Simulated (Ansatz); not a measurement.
**Dissociation curves of ICl (iodine monochloride)**

The species is ICl (2 atoms), meant as a singlet with charge 0. As SMILES, `ClI`. The shape is that of a PBE0-D4/def2-TZVP optimisation.

```
atom   x (Å)   y (Å)    z (Å)
  Cl  0.0000  0.0000  -0.0026
   I  0.0000  0.0000   2.3091
```

The Cl1–I2 distance is scanned; the parts on either side stay rigid. Basis STO-3G, 23 core orbitals frozen in the correlated methods; program Ansatz 0.2.0. FCI is exact within this basis and core. Energies in eV from each method's value at 2.312 Å; methods without a U are spin-restricted. The shape above is that at 2.312 Å.

| distance (Å) | revPBE | r2SCAN | BHLYP | wB97M-V | HSE06 | MP2 | CCSDTQ | FCI |
| --- | --- | --- | --- | --- | --- | --- | --- | --- |
| 2.312 | 0.00 | 0.00 | 0.00 | 0.00 | 0.00 | 0.00 | 0.00 | 0.00 |
| 2.890 | 0.78 | 0.96 | 1.31 | 1.36 | 1.15 | 1.24 | 0.81 | 0.81 |
| 3.468 | 2.29 | 2.61 | 3.33 | 3.47 | 2.95 | 2.89 | 1.76 | 1.76 |
| 4.623 | 3.40 | 3.79 | 4.95 | 5.31 | 4.28 | 2.85 | 1.95 | 1.94 |
| 5.779 | 3.50 | 3.90 | 5.24 | 5.78 | 4.45 | 1.46 | 1.95 | 1.94 |

Departure from the FCI curve at its largest: revPBE +1.56 eV at 5.78 Å; r2SCAN +1.95 eV at 5.78 Å; BHLYP +3.30 eV at 5.78 Å; wB97M-V +3.84 eV at 5.78 Å; HSE06 +2.50 eV at 5.78 Å; MP2 +1.13 eV at 3.47 Å; CCSDTQ +0.01 eV at 4.62 Å. The curve of MP2 turns over, which the reference doesn't. Restricted functionals keep the electrons paired too, and rise too high.

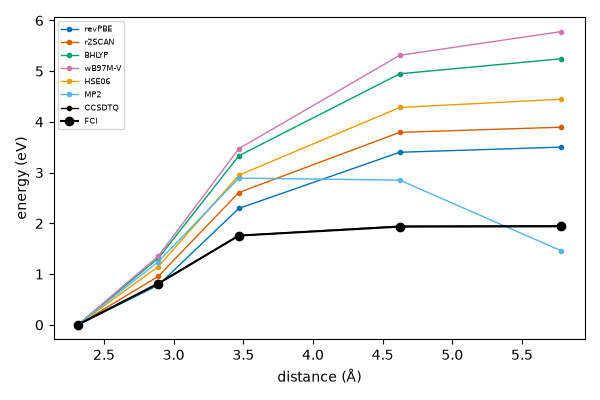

The curves of the table.
